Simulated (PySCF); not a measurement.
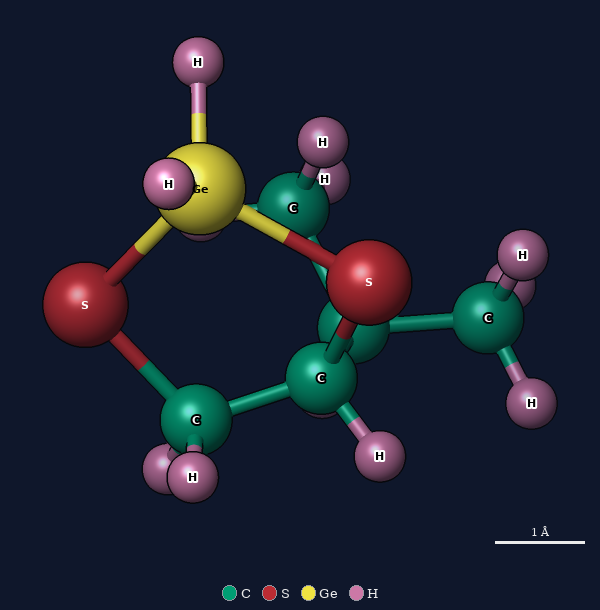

*The structure as given in the input (ball-and-stick view, seen at a tilt). Sticks mark near contacts.*

## Geometry relaxation, with input and output: C5H12GeS2

System: C5H12GeS2.
Method: PBE0-D3(BJ)/def2-SVP geometry optimisation, gas phase (PySCF 2.14.0).

It belongs to a series of runs on one base structure; here: H on C replaced by iPr.

### What the program printed
```
step   0  E = -3069.78480513  max force = 0.033254
step   1  E = -3069.79004054  max force = 0.006432
step   2  E = -3069.79045821  max force = 0.001072
step   3  E = -3069.79048110  max force = 0.001011
step   4  E = -3069.79051355  max force = 0.000510
step   5  E = -3069.79052735  max force = 0.000322
optimisation converged
```

### Trajectory as extended XYZ (Å, eV, eV/Å), 5 of the 6 frames kept, from step=0 to step=5
```
20
Properties=species:S:1:pos:R:3:forces:R:3 step=0 energy=-83533.09933
C    -0.8133   -1.4052    0.0145   -1.5613   1.7100   0.5026
C    -1.1105   -0.0130   -0.6010    0.8741   0.1171   1.1998
C    -2.1852    0.7218    0.2135    0.9832   0.1643  -0.1372
C     0.1684    0.8893   -0.7482   -1.5493  -0.1348   0.2086
C     1.1567    0.4402   -1.7910    0.8530   0.4071   0.7444
S     2.2472   -0.9485   -1.3133    0.1051  -0.2148  -0.1178
Ge    2.4681   -0.3396    0.8078   -0.5444  -0.2639  -0.1053
S     0.9630    1.2820    0.8601    0.0054   0.0982  -0.0404
H    -0.4080   -1.2735    1.0285    0.1332  -0.1189  -0.0294
H    -1.7714   -1.9297    0.1114   -0.0786  -0.2104   0.0585
H    -0.1690   -1.9693   -0.6002    1.1070  -0.9203  -0.7730
H    -1.4870   -0.1527   -1.6089   -0.1876  -0.0971  -0.6682
H    -2.4481    1.6885   -0.2434   -0.0499  -0.0111   0.0050
H    -1.8118    0.9166    1.2343   -0.0484   0.0080  -0.0717
H    -3.0729    0.1132    0.2932   -0.6652  -0.3486   0.0346
H    -0.2212    1.8853   -1.0629    0.2532  -0.2700  -0.0073
H     0.6548    0.1311   -2.6904   -0.4503  -0.2679  -0.7421
H     1.8058    1.2889   -2.0203    0.1468   0.1607  -0.2395
H     2.1728   -1.5133    1.7436   -0.1321  -0.1899   0.0592
H     3.8106    0.2033    1.1738    0.8061   0.3824   0.1192
20
Properties=species:S:1:pos:R:3:forces:R:3 step=1 energy=-83533.24179
C    -0.8913   -1.4689    0.1359    0.3308  -0.1714  -0.3260
C    -1.0431   -0.0660   -0.4391   -0.0823  -0.0223  -0.2035
C    -2.0770    0.7278    0.3512   -0.1006  -0.0935   0.0212
C     0.2607    0.7403   -0.5631    0.1322  -0.0866   0.0046
C     1.2673    0.2991   -1.6259   -0.2020  -0.1253  -0.1534
S     2.2943   -1.1671   -1.2327   -0.0301   0.0066   0.0320
Ge    2.5562   -0.6595    0.9187    0.2863   0.0793   0.1236
S     1.1082    1.0248    1.0504    0.0002   0.0173   0.0346
H    -0.4889   -1.4255    1.1586    0.0052   0.0026   0.0742
H    -1.8676   -1.9722    0.1800   -0.0388  -0.0032  -0.0002
H    -0.2060   -2.0884   -0.4785   -0.2094   0.1706   0.2341
H    -1.4166   -0.1672   -1.4829    0.0646   0.0344   0.1775
H    -2.3039    1.6982   -0.1172    0.0221   0.0083  -0.0048
H    -1.7130    0.9184    1.3732    0.0040   0.0063   0.0153
H    -3.0188    0.1592    0.4321    0.0556   0.0777  -0.0151
H    -0.0218    1.7656   -0.8518   -0.0599   0.0449  -0.0149
H     0.7269    0.0250   -2.5530    0.0812   0.0673   0.1413
H     1.9383    1.1349   -1.8627    0.0355   0.0496   0.0085
H     2.2043   -1.8869    1.7936    0.0356   0.1056  -0.0683
H     3.9774   -0.1197    1.2841   -0.3300  -0.1682  -0.0807
20
Properties=species:S:1:pos:R:3:forces:R:3 step=2 energy=-83533.25316
C    -0.8672   -1.4666    0.1370    0.0432  -0.0434  -0.0529
C    -1.0361   -0.0657   -0.4384   -0.0332  -0.0209  -0.0137
C    -2.0770    0.7221    0.3500   -0.0049  -0.0381   0.0168
C     0.2613    0.7473   -0.5613    0.0551   0.0169  -0.0002
C     1.2575    0.3020   -1.6280   -0.0304  -0.0115  -0.0314
S     2.2694   -1.1730   -1.2329    0.0287   0.0065  -0.0068
Ge    2.5430   -0.6624    0.9157    0.0291   0.0347  -0.0020
S     1.1121    1.0352    1.0508   -0.0034   0.0167  -0.0072
H    -0.4742   -1.4156    1.1654   -0.0285   0.0046   0.0098
H    -1.8402   -1.9791    0.1764   -0.0102  -0.0006   0.0106
H    -0.1765   -2.0793   -0.4613   -0.0437   0.0377   0.0432
H    -1.4038   -0.1662   -1.4784   -0.0047  -0.0033   0.0241
H    -2.2990    1.6933   -0.1193    0.0147   0.0082   0.0027
H    -1.7179    0.9130    1.3742    0.0002  -0.0017  -0.0008
H    -3.0193    0.1584    0.4249   -0.0017   0.0114  -0.0134
H    -0.0296    1.7724   -0.8502   -0.0190  -0.0039   0.0005
H     0.7134    0.0353   -2.5493    0.0093   0.0236   0.0115
H     1.9347    1.1350   -1.8652    0.0168  -0.0045   0.0098
H     2.1806   -1.8772    1.7888   -0.0110  -0.0137   0.0077
H     3.9544   -0.1570    1.2722   -0.0064  -0.0186  -0.0083
20
Properties=species:S:1:pos:R:3:forces:R:3 step=4 energy=-83533.25467
C    -0.8721   -1.4709    0.1453   -0.0118   0.0139   0.0262
C    -1.0350   -0.0721   -0.4363    0.0174   0.0033   0.0079
C    -2.0768    0.7172    0.3490    0.0061   0.0092   0.0010
C     0.2625    0.7457   -0.5600   -0.0071   0.0014  -0.0052
C     1.2584    0.3105   -1.6309    0.0026   0.0098   0.0084
S     2.2769   -1.1624   -1.2441   -0.0004  -0.0042  -0.0048
Ge    2.5496   -0.6595    0.9069   -0.0166  -0.0096   0.0016
S     1.1167    1.0367    1.0491    0.0032   0.0012  -0.0047
H    -0.4951   -1.4136    1.1795   -0.0068   0.0007  -0.0003
H    -1.8470   -1.9810    0.1779    0.0037  -0.0011  -0.0054
H    -0.1767   -2.0866   -0.4390    0.0222  -0.0118  -0.0156
H    -1.4006   -0.1735   -1.4759   -0.0124  -0.0116  -0.0082
H    -2.2860    1.6930   -0.1172    0.0030   0.0039   0.0076
H    -1.7233    0.9015    1.3763   -0.0028  -0.0069   0.0018
H    -3.0244    0.1618    0.4127   -0.0054  -0.0007  -0.0070
H    -0.0373    1.7691   -0.8461   -0.0048  -0.0030   0.0006
H     0.7160    0.0522   -2.5543   -0.0049   0.0014  -0.0109
H     1.9351    1.1466   -1.8596    0.0009  -0.0028   0.0057
H     2.1817   -1.8779    1.7749   -0.0015   0.0023  -0.0016
H     3.9628   -0.1651    1.2630    0.0156   0.0049   0.0029
20
Properties=species:S:1:pos:R:3:forces:R:3 step=5 energy=-83533.25504
C    -0.8649   -1.4700    0.1510   -0.0129   0.0047   0.0166
C    -1.0331   -0.0736   -0.4347    0.0103   0.0098  -0.0009
C    -2.0769    0.7139    0.3499    0.0015   0.0049  -0.0028
C     0.2614    0.7484   -0.5608   -0.0126  -0.0045  -0.0099
C     1.2563    0.3167   -1.6336    0.0015   0.0024   0.0036
S     2.2722   -1.1594   -1.2515    0.0048   0.0011  -0.0061
Ge    2.5447   -0.6628    0.9015    0.0041  -0.0057   0.0048
S     1.1188    1.0393    1.0460    0.0095   0.0045   0.0033
H    -0.4955   -1.4073    1.1875    0.0000  -0.0013  -0.0009
H    -1.8369   -1.9858    0.1796    0.0019  -0.0034  -0.0083
H    -0.1619   -2.0829   -0.4282    0.0036  -0.0024  -0.0030
H    -1.3994   -0.1791   -1.4740   -0.0068  -0.0092   0.0030
H    -2.2831    1.6924   -0.1121    0.0025  -0.0002   0.0032
H    -1.7270    0.8934    1.3793   -0.0028  -0.0072   0.0029
H    -3.0257    0.1595    0.4070   -0.0012   0.0006  -0.0025
H    -0.0427    1.7709   -0.8455    0.0000   0.0012   0.0009
H     0.7138    0.0636   -2.5588    0.0004   0.0010  -0.0014
H     1.9348    1.1525   -1.8576    0.0013   0.0002   0.0019
H     2.1686   -1.8808    1.7667    0.0025   0.0033  -0.0034
H     3.9620   -0.1772    1.2592   -0.0075   0.0001  -0.0008
```

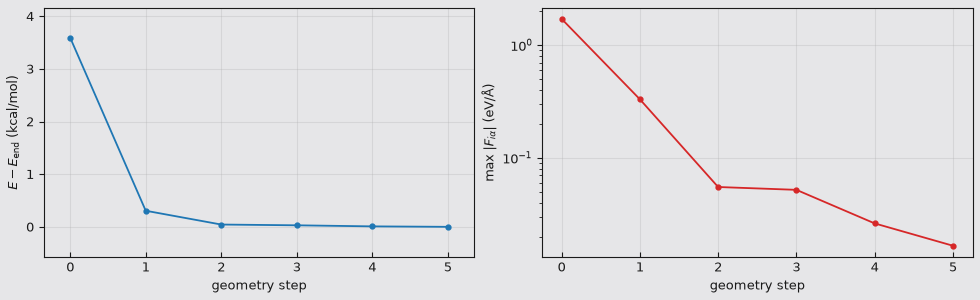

*Progress of the relaxation, step by step (steps are counted from 0).*

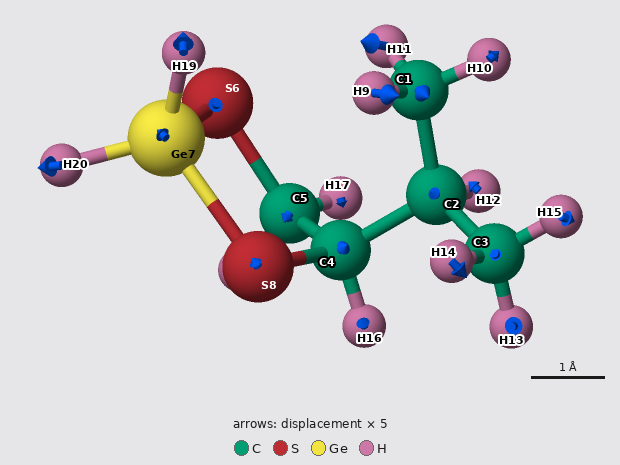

*The starting structure with the displacements as blue arrows, magnified 5 times (ball-and-stick view, seen at a tilt). The two geometries are laid on each other by the best rigid fit.*

The energy falls by 3.59 kcal/mol in 5 geometry steps. Largest force component: 1.7 eV/Å at the start, 0.017 eV/Å at the end. H11 moves most after the best rigid fit: 0.11 Å. Largest moves by element: H 0.11 Å, C 0.06 Å, S 0.04 Å, Ge 0.04 Å. Distances before and after: Ge7–H20 1.494 → 1.540 Å, C1–H11 1.054 → 1.098 Å, C2–C4 1.572 → 1.539 Å, C1–C2 1.551 → 1.524 Å. Among the angles that change: H9–C1–H11 112.1° → 108.3°, C2–C1–H10 107.3° → 110.0°, H19–Ge7–H20 107.6° → 110.1°. (Atoms are counted from 1 in the order of the input.)

This output came from the following input.

### The input
```
{"job": {"xc": "PBE0", "basis": "def2-SVP", "d3": "d3bj", "grid": 1, "shake": 0.01, "kind": "geom"}, "charge": 0, "multiplicity": 1}
C     -0.813250    -1.405170     0.014480
C     -1.110490    -0.013030    -0.600990
C     -2.185250     0.721780     0.213550
C      0.168400     0.889310    -0.748240
C      1.156680     0.440230    -1.790970
S      2.247220    -0.948470    -1.313340
Ge     2.468120    -0.339610     0.807770
S      0.962990     1.281990     0.860150
H     -0.407990    -1.273530     1.028540
H     -1.771370    -1.929650     0.111370
H     -0.168960    -1.969310    -0.600250
H     -1.486970    -0.152720    -1.608940
H     -2.448130     1.688530    -0.243390
H     -1.811820     0.916580     1.234260
H     -3.072920     0.113150     0.293220
H     -0.221190     1.885290    -1.062910
H      0.654790     0.131140    -2.690450
H      1.805800     1.288910    -2.020290
H      2.172770    -1.513320     1.743640
H      3.810580     0.203270     1.173790
```

The first line tells a small driver script what to run in PySCF; the rest is the geometry in Å.

Launch command:
```bash
OMP_NUM_THREADS=1 python <driver script> task.json out
```

### Summary

```csv
quantity,value
outcome,converged
total energy,−3069.790527 hartree
dipole moment,1.11 D
point group,C1
hardware,"1 CPU thread, shared host"
wall time,2.7 min
peak memory,0.95 GiB
```
